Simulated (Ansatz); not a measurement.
## Electronic structure of C3H6OSSi in real space

Input

```
crystal:
  periodic: [false, false, false]
  atoms:
    - { symbol: C, position_ang: [-0.2062, -0.8345, -1.3151] }
    - { symbol: C, position_ang: [-0.2096, -0.2787, -0.0861] }
    - { symbol: Si, position_ang: [0.5638, -1.1449, 1.3418] }
    - { symbol: O, position_ang: [-0.7871, 0.9495, 0.2286] }
    - { symbol: C, position_ang: [-0.4381, 2.0269, -0.4638] }
    - { symbol: S, position_ang: [-1.2208, 3.4842, -0.1493] }
    - { symbol: H, position_ang: [0.2348, -1.7383, -1.5758] }
    - { symbol: H, position_ang: [-0.7468, -0.2663, -2.1349] }
    - { symbol: H, position_ang: [-0.4208, -1.5254, 2.3997] }
    - { symbol: H, position_ang: [1.5931, -0.2387, 2.008] }
    - { symbol: H, position_ang: [1.2928, -2.3624, 0.8958] }
    - { symbol: H, position_ang: [0.4219, 1.8734, -1.1146] }
basis:
  gaussian: { orbitals: def2-SVP }
hamiltonian:
  xc: pbe0
  dispersion: d4
relax:
  f_tol: 0.02
  max_steps: 50
output:
  orbitals: {}
```

Launched as:

```sh
ansatz run input.yaml --threads 2 --pin off --max-ram 3072MiB --backend cpu --events-out ev --progress --plain --runs-dir out
```

The fields are those of the relaxed geometry.

The calculation used RKS PBE0-D4/def2-SVP (Ansatz).

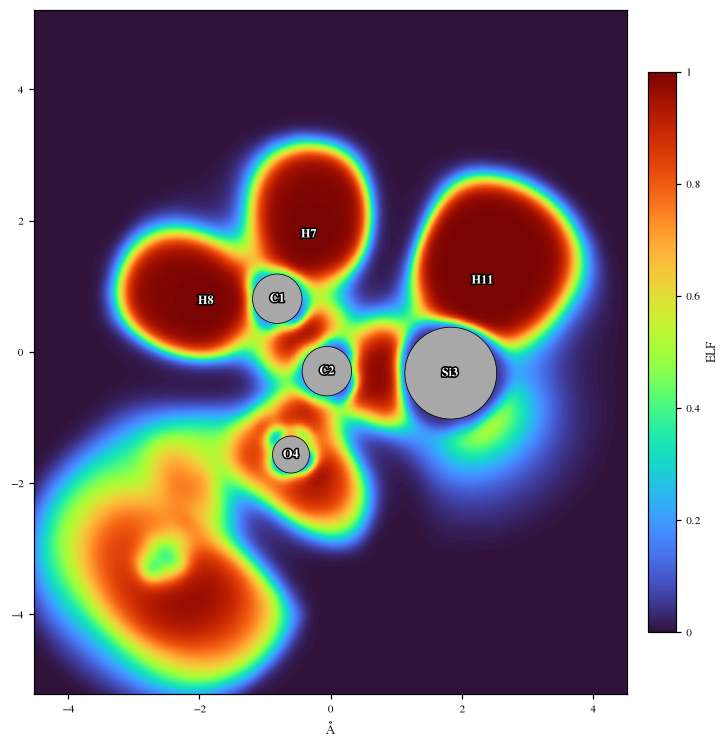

Figure 1. ELF on the plane of atoms C1, C2 and O4. Grey discs cover the atomic cores.

> Interpret the plot.

The section cuts through C, Si, O and H sites.
C–C (1.34 Å): the ELF peaks at about 0.95 between the atoms: a short, multiple covalent bond.
C–Si (1.89 Å): the ELF peaks at about 1 between the atoms, as expected for a shared electron pair.
C–H (1.09 Å): the ELF climbs to about 1 towards the hydrogen, as it does in any bond to H (a covalent bond by its length).
C–O (1.38 Å): the ELF peaks at about 0.90 between the atoms, as expected for a polar covalent bond.
Si–H (1.49 Å): the ELF climbs to about 1 towards the hydrogen.
The ELF also peaks beside S6 and O4, away from the bonds: lone-pair regions.

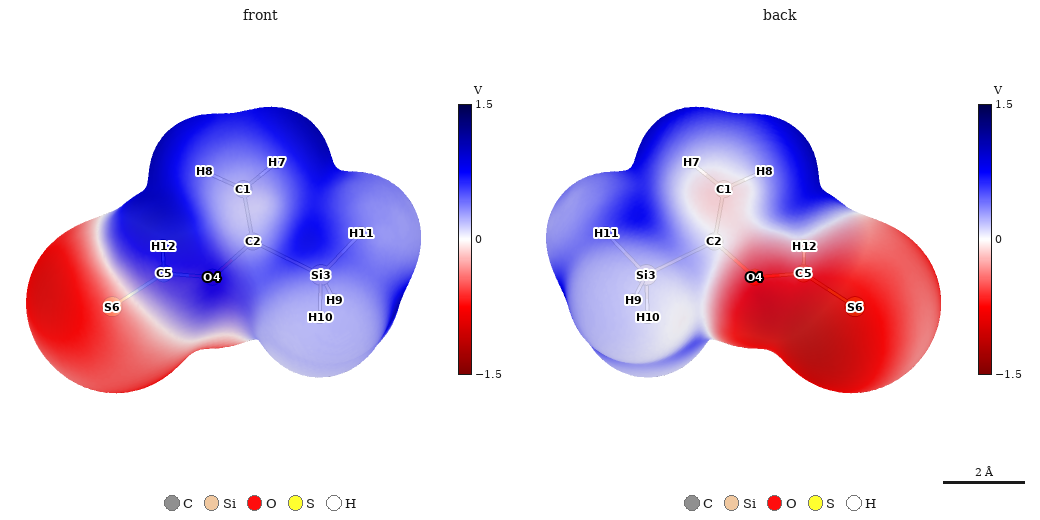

Figure 2. The electrostatic potential painted on the density surface at 0.001 e/bohr³, seen from the front and from behind; the colour scale runs from red (negative) to blue (positive).

> Where is the surface potential most negative and most positive?

The most negative region (about −1.2 V) lies over S6, the most positive (about +1.0 V) over Si3, H7, H8 and H12.

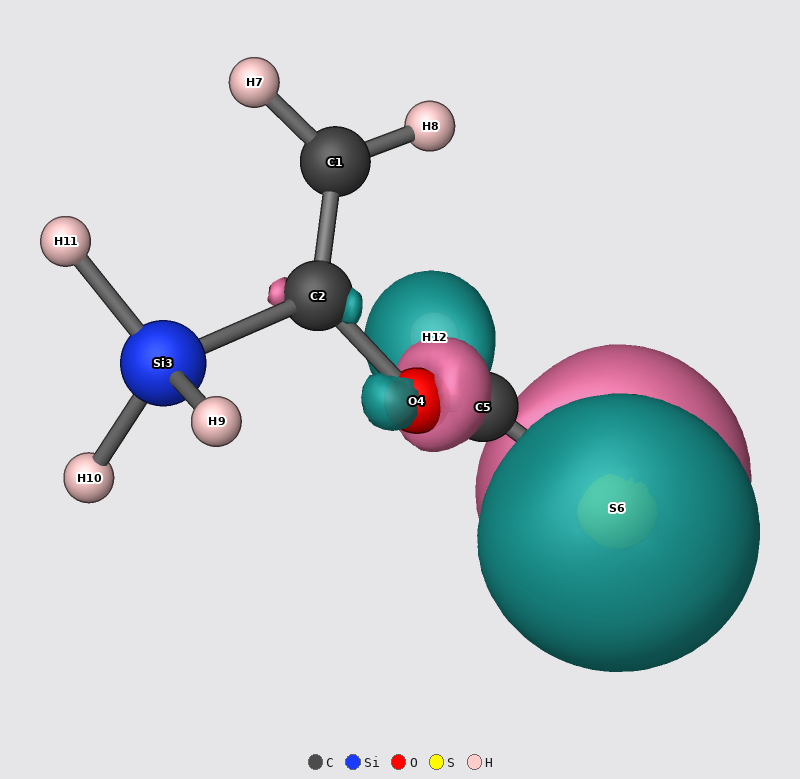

Figure 3. One frontier orbital at ±0.1 Å⁻³ᐟ² (teal and pink are the two phases), seen at an oblique angle.

> Which orbital is it: HOMO or LUMO?

The HOMO, at −6.61 eV. Its weight (Hirshfeld) is mainly on S6 (about 85 %) and C5 (about 10 %); largely a lone pair of S6.
